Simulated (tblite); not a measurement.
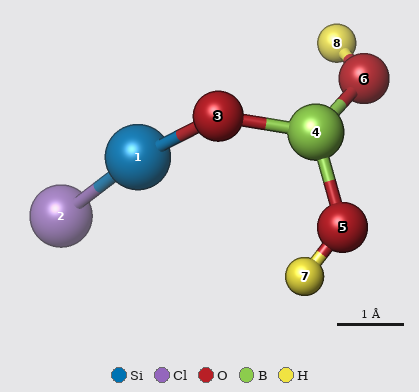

The structure as given in the input (ball-and-stick view, seen at a tilt; atoms are numbered from 1 in the order of the input). Bond lengths as drawn: B–O 1.48 to 1.52 Å, Cl–Si 2.13 Å, H–O 0.95 to 0.98 Å and O–Si 1.78 Å.

**Run report: BSiH2ClO3, geometry relaxation**

BSiH2ClO3, multiplicity 3, SMILES OB(O)O[Si]Cl, computed with GFN2-xTB geometry optimisation, gas phase (tblite 0.8.0).

Input file:
```
{"job": {"kind": "relax", "xc": "GFN2-xTB", "basis": "xTB"}, "charge": 0, "multiplicity": 3}
Si     0.357018    -2.450978    -1.251674
Cl     0.061821    -4.407856    -0.471060
O      0.464550    -0.713593    -1.641857
B     -0.036838     0.395780    -0.737366
O     -1.531143     0.372120    -0.485437
O      0.811239     0.776636     0.412637
H     -2.139685    -0.305531    -0.749204
H      1.565054     0.245703     0.757677
```

The first line tells a small driver script what to run in tblite; the rest is the geometry in Å.

Machine: 1 CPU thread, shared host.

Launched with:
```bash
OMP_NUM_THREADS=1 python <driver script> task.json out
```

Output:
```
step      E/eV     max force
  0    -563.91737    4.145
  1    -564.55860    3.207
  2    -565.34557    1.934
  3    -565.46867    0.975
  4    -565.56525    1.490
  5    -565.68455    1.493
  6    -565.88295    1.374
  7    -565.95721    1.240
  8    -566.10101    1.184
  9    -566.16358    0.930
 10    -566.21466    0.621
 11    -566.23764    0.518
 12    -566.25410    0.302
 13    -566.25931    0.202
 14    -566.26099    0.136
 15    -566.26209    0.103
 16    -566.26282    0.085
 17    -566.26355    0.108
 18    -566.26459    0.116
 19    -566.26626    0.177
 20    -566.26828    0.214
 21    -566.27028    0.174
 22    -566.27213    0.167
 23    -566.27401    0.168
 24    -566.27696    0.222
 25    -566.28048    0.255
 26    -566.28488    0.223
 27    -566.29159    0.317
 28    -566.29905    0.516
 29    -566.30868    0.922
 30    -566.32355    0.541
 31    -566.33424    0.130
 32    -566.33512    0.179
 33    -566.33690    0.120
 34    -566.33723    0.054
 35    -566.33754    0.052
 36    -566.33798    0.089
 37    -566.33853    0.125
 38    -566.33927    0.125
 39    -566.34004    0.082
 40    -566.34050    0.032
 41    -566.34067    0.029
 42    -566.34075    0.028
 43    -566.34083    0.027
 44    -566.34101    0.034
 45    -566.34138    0.052
 46    -566.34205    0.071
 47    -566.34283    0.067
 48    -566.34333    0.048
 49    -566.34359    0.047
 50    -566.34377    0.050
 51    -566.34405    0.048
 52    -566.34458    0.066
 53    -566.34539    0.086
 54    -566.34621    0.085
 55    -566.34699    0.070
 56    -566.34750    0.042
 57    -566.34771    0.035
 58    -566.34778    0.030
 59    -566.34787    0.034
 60    -566.34796    0.033
 61    -566.34811    0.034
 62    -566.34829    0.044
 63    -566.34878    0.069
 64    -566.34978    0.112
 65    -566.35135    0.174
 66    -566.35372    0.193
 67    -566.35817    0.161
 68    -566.36307    0.135
 69    -566.36230    0.393
 70    -566.36939    0.302
 71    -566.37348    0.276
 72    -566.37383    0.281
 73    -566.37574    0.189
 74    -566.37772    0.143
 75    -566.37866    0.155
 76    -566.37954    0.099
 77    -566.38021    0.080
 78    -566.38053    0.052
 79    -566.38073    0.025
 80    -566.38084    0.026
 81    -566.38099    0.030
 82    -566.38111    0.034
 83    -566.38135    0.034
 84    -566.38154    0.027
 85    -566.38166    0.020
 86    -566.38173    0.021
 87    -566.38179    0.019
 88    -566.38182    0.019
 89    -566.38183    0.016
 90    -566.38184    0.014
 91    -566.38185    0.008
 92    -566.38186    0.005
```

Trajectory as extended XYZ (Å, eV, eV/Å), 26 of the 32 frames kept, from step=0 to step=92:
```
8
Properties=species:S:1:pos:R:3:forces:R:3 step=0 energy=-563.91737
Si    0.3570   -2.4510   -1.2517    0.3940   1.8940  -1.0220
Cl    0.0618   -4.4079   -0.4711   -0.1180  -0.0420   0.2380
O     0.4645   -0.7136   -1.6419   -1.1920   0.6720   2.4950
B    -0.0368    0.3958   -0.7374   -0.6280  -3.5700   2.0100
O    -1.5311    0.3721   -0.4854    3.5500   1.3020   0.0540
O     0.8112    0.7766    0.4126   -1.4560  -0.5770  -1.9510
H    -2.1397   -0.3055   -0.7492    0.3960  -0.2260  -0.6560
H     1.5651    0.2457    0.7577   -0.9460   0.5470  -1.1680
8
Properties=species:S:1:pos:R:3:forces:R:3 step=3 energy=-565.46867
Si    0.3851   -2.3436   -1.3232    0.2930  -0.7230  -0.5840
Cl    0.0546   -4.3993   -0.4570   -0.0310   0.4730   0.0220
O     0.4008   -0.7079   -1.4998    0.1510  -0.7700   0.0360
B    -0.0710    0.1918   -0.6071   -0.2670  -0.1220   0.5390
O    -1.3973    0.3968   -0.4949   -0.7130   0.1010   0.3220
O     0.7371    0.7439    0.3171   -0.1520   0.4570   0.4580
H    -2.0551   -0.2565   -0.7728    0.6100   0.4920  -0.2850
H     1.4979    0.2871    0.6715    0.1090   0.0910  -0.5070
8
Properties=species:S:1:pos:R:3:forces:R:3 step=6 energy=-565.88295
Si    0.4676   -2.4734   -1.4967    0.1700  -0.1740  -0.4140
Cl    0.0436   -4.2854   -0.4438   -0.0250   0.4090   0.0230
O     0.3788   -0.8310   -1.3747   -0.5510  -0.0690   1.2570
B    -0.1304    0.0747   -0.4454    0.0620   0.9480  -0.4740
O    -1.4269    0.4640   -0.4072    0.3460  -0.6960  -0.0700
O     0.6688    0.8028    0.3636    0.4570  -0.8380   0.1100
H    -1.9419   -0.1759   -0.8787   -0.7330  -0.0160  -0.4150
H     1.4923    0.3365    0.5165    0.2750   0.4350  -0.0180
8
Properties=species:S:1:pos:R:3:forces:R:3 step=12 energy=-566.25410
Si    0.5475   -2.5095   -1.6817   -0.0920  -0.1090   0.1470
Cl    0.0311   -4.0929   -0.4348    0.0490   0.1590  -0.1380
O     0.2877   -1.0291   -1.0700    0.1890  -0.0890  -0.1120
B    -0.1542    0.0416   -0.3713   -0.1410   0.0180   0.2670
O    -1.4556    0.4034   -0.3997    0.0310   0.0240  -0.1430
O     0.6872    0.7446    0.4190    0.1400  -0.0920  -0.1610
H    -1.9907   -0.0910   -1.0211   -0.0400   0.0200   0.0850
H     1.5990    0.4452    0.3934   -0.1360   0.0680   0.0540
8
Properties=species:S:1:pos:R:3:forces:R:3 step=15 energy=-566.26209
Si    0.5404   -2.5140   -1.6723   -0.0260  -0.0120  -0.0440
Cl    0.0339   -4.0860   -0.4429   -0.0090  -0.0070   0.0100
O     0.3004   -1.0264   -1.0761    0.0680   0.0340   0.0600
B    -0.1599    0.0324   -0.3588    0.0290  -0.0390  -0.0670
O    -1.4535    0.4079   -0.4077    0.0240   0.0370   0.0090
O     0.6888    0.7440    0.4091   -0.0330   0.0360   0.0240
H    -1.9946   -0.0915   -1.0154   -0.0940  -0.0410  -0.0090
H     1.5965    0.4459    0.3979    0.0420  -0.0080   0.0170
8
Properties=species:S:1:pos:R:3:forces:R:3 step=18 energy=-566.26459
Si    0.5299   -2.5145   -1.6713   -0.0280   0.0530  -0.0930
Cl    0.0340   -4.0860   -0.4454   -0.0230  -0.0450   0.0510
O     0.3200   -1.0213   -1.0735    0.0830  -0.0800  -0.0050
B    -0.1567    0.0333   -0.3674    0.0100   0.0460   0.0340
O    -1.4524    0.4071   -0.4163   -0.0110  -0.0420  -0.0610
O     0.6899    0.7449    0.4079    0.0120   0.0100   0.0040
H    -2.0131   -0.0965   -1.0082    0.0620   0.0350   0.0780
H     1.6005    0.4453    0.4078   -0.1050   0.0240  -0.0080
8
Properties=species:S:1:pos:R:3:forces:R:3 step=21 energy=-566.27028
Si    0.5020   -2.5125   -1.6992   -0.1320   0.0090   0.0500
Cl    0.0291   -4.0857   -0.4413    0.0280   0.0670  -0.0550
O     0.3795   -1.0269   -1.0502    0.0060  -0.0810   0.0030
B    -0.1492    0.0282   -0.3745    0.0260   0.0440   0.0060
O    -1.4427    0.4062   -0.4408    0.0270  -0.0810  -0.0190
O     0.6835    0.7539    0.4067   -0.0280   0.0020  -0.0090
H    -2.0434   -0.1026   -0.9867    0.1710   0.0030   0.0330
H     1.5932    0.4517    0.4198   -0.0970   0.0360  -0.0090
8
Properties=species:S:1:pos:R:3:forces:R:3 step=27 energy=-566.29159
Si    0.3466   -2.4925   -1.7367   -0.0870   0.0980  -0.1890
Cl    0.0376   -4.0507   -0.4619   -0.0200  -0.2220   0.1320
O     0.4727   -1.0629   -0.9729    0.0300   0.0630  -0.0580
B    -0.1111    0.0176   -0.3911   -0.1420   0.0720   0.2740
O    -1.4024    0.3777   -0.4793   -0.1160   0.0040  -0.0770
O     0.6577    0.7875    0.4066    0.1650   0.0350  -0.0400
H    -2.0153   -0.1584   -0.9755    0.0480  -0.1160  -0.1170
H     1.5663    0.4942    0.4446    0.1220   0.0650   0.0750
8
Properties=species:S:1:pos:R:3:forces:R:3 step=30 energy=-566.32355
Si    0.1319   -2.4355   -1.7382   -0.0400   0.0010  -0.1270
Cl    0.0604   -4.0439   -0.4881    0.0000  -0.2020   0.0770
O     0.5065   -1.0730   -0.9251    0.1170  -0.0460  -0.1730
B    -0.0791    0.0261   -0.3860   -0.2170   0.1890   0.4580
O    -1.3875    0.3338   -0.5112   -0.0890  -0.1270  -0.2200
O     0.6708    0.8265    0.4025    0.1710  -0.0180  -0.0760
H    -1.9362   -0.2720   -1.0186    0.1890   0.1370   0.0880
H     1.5852    0.5503    0.4985   -0.1300   0.0670  -0.0270
8
Properties=species:S:1:pos:R:3:forces:R:3 step=33 energy=-566.33690
Si    0.0931   -2.4287   -1.7330   -0.0280  -0.0630  -0.0010
Cl    0.0668   -4.0642   -0.4900    0.0080  -0.0500  -0.0220
O     0.5023   -1.0615   -0.9429    0.0070   0.0940   0.0740
B    -0.0861    0.0306   -0.3571    0.0210  -0.0340  -0.0550
O    -1.3901    0.3311   -0.5152    0.0240   0.0200   0.0300
O     0.6786    0.8405    0.3980   -0.0410   0.0160   0.0500
H    -1.8980   -0.2934   -1.0316   -0.0360   0.0030  -0.0430
H     1.5854    0.5579    0.5055    0.0460   0.0130  -0.0330
8
Properties=species:S:1:pos:R:3:forces:R:3 step=36 energy=-566.33798
Si    0.0935   -2.4325   -1.7304    0.0010   0.0500   0.0580
Cl    0.0676   -4.0713   -0.4920    0.0090  -0.0390  -0.0210
O     0.5004   -1.0580   -0.9409    0.0290  -0.0780  -0.0330
B    -0.0856    0.0326   -0.3586   -0.0140   0.0220   0.0380
O    -1.3911    0.3310   -0.5125   -0.0150  -0.0060  -0.0190
O     0.6775    0.8403    0.4039    0.0160  -0.0310   0.0040
H    -1.8985   -0.2902   -1.0363    0.0070   0.0460   0.0030
H     1.5883    0.5603    0.5006   -0.0330   0.0350  -0.0300
8
Properties=species:S:1:pos:R:3:forces:R:3 step=42 energy=-566.34075
Si    0.0720   -2.4315   -1.7075   -0.0020  -0.0240  -0.0110
Cl    0.0772   -4.1023   -0.5115    0.0120  -0.0160  -0.0100
O     0.5064   -1.0631   -0.9259   -0.0180   0.0020   0.0190
B    -0.0863    0.0290   -0.3470    0.0030   0.0020  -0.0040
O    -1.3887    0.3320   -0.5143    0.0060   0.0120   0.0010
O     0.6718    0.8376    0.4175    0.0000   0.0230  -0.0160
H    -1.8929   -0.2750   -1.0562   -0.0060   0.0040   0.0030
H     1.5926    0.5855    0.4785    0.0070  -0.0030   0.0180
8
Properties=species:S:1:pos:R:3:forces:R:3 step=45 energy=-566.34138
Si    0.0513   -2.4321   -1.6994    0.0080   0.0110  -0.0330
Cl    0.0865   -4.1127   -0.5241    0.0130  -0.0420   0.0140
O     0.5046   -1.0693   -0.9169   -0.0060  -0.0220   0.0060
B    -0.0826    0.0305   -0.3497   -0.0110   0.0290   0.0410
O    -1.3850    0.3337   -0.5179    0.0040   0.0240  -0.0100
O     0.6727    0.8469    0.4099    0.0400  -0.0020  -0.0140
H    -1.8878   -0.2771   -1.0567   -0.0200  -0.0020  -0.0040
H     1.5923    0.5925    0.4886   -0.0280   0.0040   0.0000
8
Properties=species:S:1:pos:R:3:forces:R:3 step=48 energy=-566.34333
Si    0.0354   -2.4485   -1.6822    0.0040   0.0340  -0.0100
Cl    0.1178   -4.1668   -0.5627    0.0180  -0.0140   0.0120
O     0.4838   -1.0966   -0.8766    0.0020  -0.0070   0.0210
B    -0.0821    0.0320   -0.3453   -0.0240   0.0290   0.0210
O    -1.3786    0.3557   -0.5260   -0.0020   0.0390  -0.0270
O     0.6786    0.8695    0.3861    0.0160  -0.0290   0.0010
H    -1.8961   -0.2465   -1.0600    0.0000  -0.0230   0.0080
H     1.5932    0.6135    0.5004   -0.0140  -0.0290  -0.0260
8
Properties=species:S:1:pos:R:3:forces:R:3 step=51 energy=-566.34405
Si    0.0540   -2.4503   -1.6885   -0.0090  -0.0220   0.0280
Cl    0.1206   -4.1701   -0.5607    0.0150   0.0280  -0.0230
O     0.4767   -1.1009   -0.8677   -0.0150   0.0240   0.0270
B    -0.0877    0.0323   -0.3424    0.0030  -0.0040  -0.0250
O    -1.3807    0.3658   -0.5294   -0.0010   0.0180  -0.0220
O     0.6806    0.8667    0.3832   -0.0180   0.0130   0.0240
H    -1.9050   -0.2373   -1.0558    0.0130  -0.0160   0.0120
H     1.5935    0.6061    0.4951    0.0130  -0.0410  -0.0210
8
Properties=species:S:1:pos:R:3:forces:R:3 step=57 energy=-566.34771
Si   -0.0038   -2.4539   -1.6390   -0.0150   0.0230  -0.0120
Cl    0.1981   -4.2312   -0.6358    0.0260  -0.0060   0.0230
O     0.4305   -1.1373   -0.7707   -0.0020  -0.0240  -0.0210
B    -0.0937    0.0503   -0.3368    0.0030   0.0040   0.0180
O    -1.3672    0.4201   -0.5854    0.0120  -0.0030  -0.0020
O     0.6945    0.8939    0.3575    0.0050   0.0040   0.0060
H    -1.8999   -0.2258   -1.0492   -0.0210   0.0170  -0.0120
H     1.5934    0.5962    0.4932   -0.0070  -0.0140  -0.0010
8
Properties=species:S:1:pos:R:3:forces:R:3 step=60 energy=-566.34796
Si   -0.0086   -2.4535   -1.6357   -0.0200   0.0000  -0.0170
Cl    0.2081   -4.2341   -0.6412    0.0250  -0.0050   0.0200
O     0.4255   -1.1422   -0.7610    0.0090  -0.0050  -0.0040
B    -0.0940    0.0502   -0.3347   -0.0040  -0.0020  -0.0110
O    -1.3640    0.4244   -0.5928   -0.0150   0.0130   0.0100
O     0.6964    0.8958    0.3548   -0.0030  -0.0070   0.0050
H    -1.9045   -0.2211   -1.0484    0.0030   0.0170  -0.0080
H     1.5931    0.5928    0.4927    0.0050  -0.0110   0.0050
8
Properties=species:S:1:pos:R:3:forces:R:3 step=63 energy=-566.34878
Si   -0.0053   -2.4549   -1.6423   -0.0230  -0.0640   0.0110
Cl    0.2297   -4.2266   -0.6275    0.0170   0.0300  -0.0130
O     0.4159   -1.1431   -0.7650    0.0160   0.0340   0.0120
B    -0.0980    0.0504   -0.3351   -0.0190  -0.0030  -0.0310
O    -1.3647    0.4337   -0.5956   -0.0170   0.0280   0.0260
O     0.6987    0.8884    0.3583    0.0000  -0.0510  -0.0150
H    -1.9154   -0.2049   -1.0484    0.0220   0.0100  -0.0100
H     1.5912    0.5692    0.4893    0.0030   0.0170   0.0200
8
Properties=species:S:1:pos:R:3:forces:R:3 step=66 energy=-566.35372
Si   -0.0717   -2.4875   -1.6159    0.0220  -0.1290   0.1180
Cl    0.3935   -4.2287   -0.6053   -0.0190   0.1340  -0.0900
O     0.3559   -1.1509   -0.7809   -0.0370   0.0870   0.0080
B    -0.1158    0.0573   -0.3426   -0.0430  -0.0110  -0.0190
O    -1.3682    0.4937   -0.6007    0.0350  -0.0190  -0.0090
O     0.7137    0.8550    0.3667    0.0200  -0.1760  -0.0760
H    -1.9421   -0.1057   -1.0793    0.0730   0.0310   0.0360
H     1.5868    0.4790    0.4917   -0.0510   0.0850   0.0330
8
Properties=species:S:1:pos:R:3:forces:R:3 step=72 energy=-566.37383
Si   -0.3417   -2.6275   -1.3710    0.1910  -0.1580   0.1310
Cl    0.8670   -4.1957   -0.7478   -0.1590   0.2000  -0.0980
O     0.1357   -1.2207   -0.7044   -0.0650  -0.0660  -0.0460
B    -0.1591    0.0607   -0.3602    0.0260   0.0350   0.0170
O    -1.3305    0.6630   -0.6709    0.0540  -0.0280  -0.0100
O     0.7627    0.7785    0.3180    0.0440   0.0210   0.0430
H    -1.9604    0.1330   -1.1556   -0.0070  -0.0080   0.0040
H     1.5783    0.3209    0.5256   -0.0840   0.0040  -0.0410
8
Properties=species:S:1:pos:R:3:forces:R:3 step=75 energy=-566.37866
Si   -0.3454   -2.6383   -1.3493    0.0420  -0.0590   0.0420
Cl    0.8841   -4.1840   -0.7769   -0.0420   0.0550  -0.0320
O     0.1134   -1.2322   -0.6745   -0.0200   0.0570   0.0050
B    -0.1601    0.0629   -0.3593    0.0160  -0.0040   0.0030
O    -1.3207    0.6747   -0.6907    0.0110  -0.0510  -0.0140
O     0.7675    0.7833    0.3099    0.1120  -0.0800   0.0330
H    -1.9628    0.1339   -1.1483    0.0150   0.0190   0.0060
H     1.5760    0.3120    0.5227   -0.1350   0.0630  -0.0420
8
Properties=species:S:1:pos:R:3:forces:R:3 step=78 energy=-566.38053
Si   -0.3926   -2.6714   -1.2729    0.0380  -0.0150   0.0310
Cl    0.9581   -4.1575   -0.8410   -0.0340   0.0310  -0.0180
O     0.0639   -1.2487   -0.6340    0.0140   0.0390   0.0130
B    -0.1645    0.0633   -0.3596   -0.0170  -0.0140  -0.0090
O    -1.3020    0.7003   -0.7219   -0.0110  -0.0320   0.0120
O     0.7767    0.7740    0.3007   -0.0050  -0.0060  -0.0270
H    -1.9606    0.1603   -1.1555    0.0050   0.0180  -0.0140
H     1.5731    0.2919    0.5180    0.0090  -0.0200   0.0110
8
Properties=species:S:1:pos:R:3:forces:R:3 step=81 energy=-566.38099
Si   -0.4001   -2.6788   -1.2511   -0.0050   0.0030   0.0030
Cl    0.9674   -4.1538   -0.8565    0.0010  -0.0020  -0.0040
O     0.0609   -1.2496   -0.6320    0.0200  -0.0030   0.0110
B    -0.1655    0.0617   -0.3616    0.0060   0.0100   0.0090
O    -1.3011    0.7014   -0.7228   -0.0120   0.0000   0.0160
O     0.7781    0.7719    0.2958    0.0160   0.0190  -0.0060
H    -1.9618    0.1673   -1.1592   -0.0070  -0.0040  -0.0230
H     1.5742    0.2923    0.5211   -0.0180  -0.0220  -0.0060
8
Properties=species:S:1:pos:R:3:forces:R:3 step=87 energy=-566.38179
Si   -0.4275   -2.6798   -1.2002    0.0000   0.0030  -0.0030
Cl    0.9660   -4.1532   -0.9057    0.0020   0.0000   0.0010
O     0.0695   -1.2516   -0.6039   -0.0020   0.0120   0.0090
B    -0.1608    0.0654   -0.3585   -0.0110  -0.0020  -0.0010
O    -1.3015    0.6926   -0.7278    0.0080  -0.0130   0.0020
O     0.7855    0.7876    0.2824   -0.0120  -0.0070  -0.0120
H    -1.9510    0.1523   -1.1746    0.0100   0.0090   0.0040
H     1.5719    0.2989    0.5219    0.0050  -0.0010   0.0010
8
Properties=species:S:1:pos:R:3:forces:R:3 step=90 energy=-566.38184
Si   -0.4263   -2.6829   -1.1998    0.0000  -0.0060  -0.0030
Cl    0.9749   -4.1496   -0.9048   -0.0020   0.0020   0.0000
O     0.0627   -1.2532   -0.6017   -0.0010   0.0120   0.0060
B    -0.1636    0.0644   -0.3579    0.0030  -0.0040  -0.0020
O    -1.3010    0.6962   -0.7270    0.0030   0.0000   0.0020
O     0.7858    0.7839    0.2810    0.0060  -0.0030   0.0000
H    -1.9517    0.1602   -1.1764   -0.0050  -0.0030  -0.0030
H     1.5712    0.2932    0.5201   -0.0030   0.0020   0.0000
8
Properties=species:S:1:pos:R:3:forces:R:3 step=92 energy=-566.38186
Si   -0.4292   -2.6842   -1.1938   -0.0010   0.0010  -0.0010
Cl    0.9777   -4.1476   -0.9118    0.0010   0.0000   0.0000
O     0.0601   -1.2547   -0.5951   -0.0020   0.0020   0.0020
B    -0.1636    0.0644   -0.3575    0.0030  -0.0030  -0.0030
O    -1.2997    0.6967   -0.7298   -0.0010   0.0020   0.0020
O     0.7872    0.7847    0.2783    0.0030  -0.0010   0.0010
H    -1.9515    0.1601   -1.1769   -0.0030  -0.0030  -0.0020
H     1.5710    0.2929    0.5203    0.0000   0.0010   0.0010
```

Results in brief:

| quantity | value |
| --- | --- |
| outcome | converged |
| total energy | −566.3819 eV |
| wall time | 1.8 s |
| peak memory | 0.18 GiB |
